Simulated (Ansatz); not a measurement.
Consider BH$_{8}$NSi.

```xyz
11

B    -0.0721    0.4251    0.3724
N    -0.2172   -0.1528    1.9074
H    -0.2124   -1.1717    1.9128
H     0.5491    0.1618    2.5002
H     0.9800   -0.0158   -0.0333
H    -1.0241   -0.0247   -0.2256
Si   -0.0890    2.4478    0.4428
H    -1.3330    3.0253    1.0611
H     1.0202    3.0395    1.2690
H     0.0259    3.0853   -0.9018
H    -1.0863    0.1532    2.3419
```

Theory: RKS r2SCANh/6-31G* in Ansatz 0.2.0.

Question: What can the converged electron density and electron localisation function tell about the bonding?

Answer: B–N (1.65 Å): ρ at the midpoint is about 1.1 e/Å³; the ELF peaks at about 0.95 between the atoms: a shared but strongly polarised pair.
Si–B (2.02 Å): ρ is about 0.78 e/Å³ halfway; the ELF peaks at about 1 between the atoms; a covalent bond.
N–H (1.02 Å): the density is about 2.9 e/Å³ at the midpoint; the ELF climbs to about 1 towards the hydrogen, as it does in any bond to H (an ordinary covalent bond to hydrogen).
Si–H (1.49 Å): ρ is about 0.76 e/Å³ halfway; the ELF climbs to about 1 towards the hydrogen.

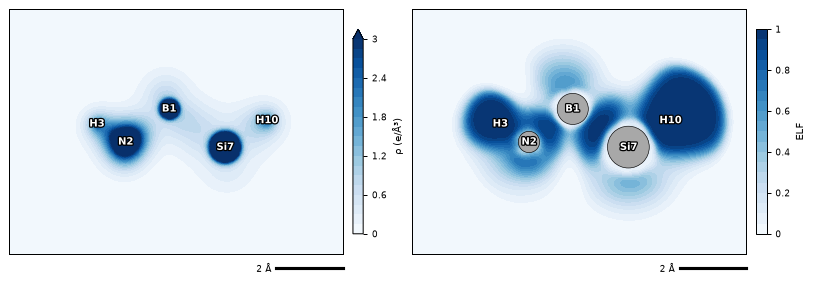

Computed electron density and electron localisation function on the plane of atoms N2, B1 and Si7, in this order. Grey discs cover the atomic cores in the ELF map. 
